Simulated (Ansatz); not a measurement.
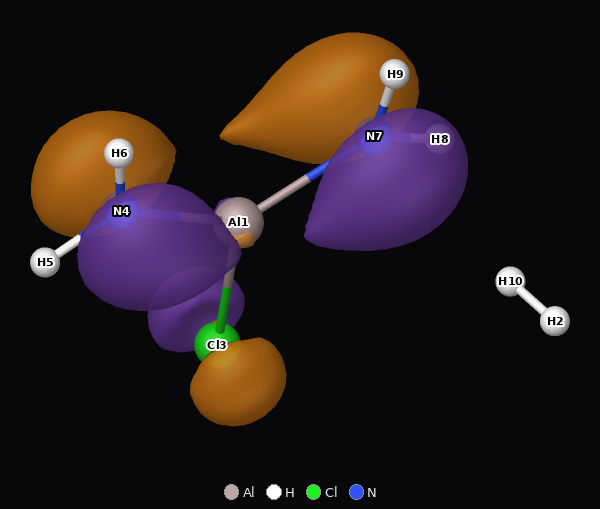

AlClH4N2···H2. The HOMO−1 at ±0.15 Å⁻³ᐟ² (orange and purple are the two phases), seen from one side.

The calculation used RKS PBE/def2-SVP in Ansatz 0.2.0.

```xyz
10

Al   -0.0221    0.6459   -0.6939
H    -0.0770    0.4103    3.4036
Cl    1.7298   -0.3953   -1.2783
N    -1.5827    0.1315   -1.3666
H    -1.6938   -0.6687   -1.9921
H    -2.4887    0.5688   -1.1897
N     0.1466    1.9973    0.4547
H     1.0446    2.3353    0.8058
H    -0.6112    2.5837    0.8095
H    -0.0259    0.7361    2.7048
```

Describe this orbital and give its energy.

Answer. By Hirshfeld shares it lies mainly on N7 (about 35 %), N4 (about 30 %), Al1 (about 15 %) and Cl3 (about 10 %); largely a combination of lone pairs on N7, N4 and Cl3. Its energy is −6.12 eV.
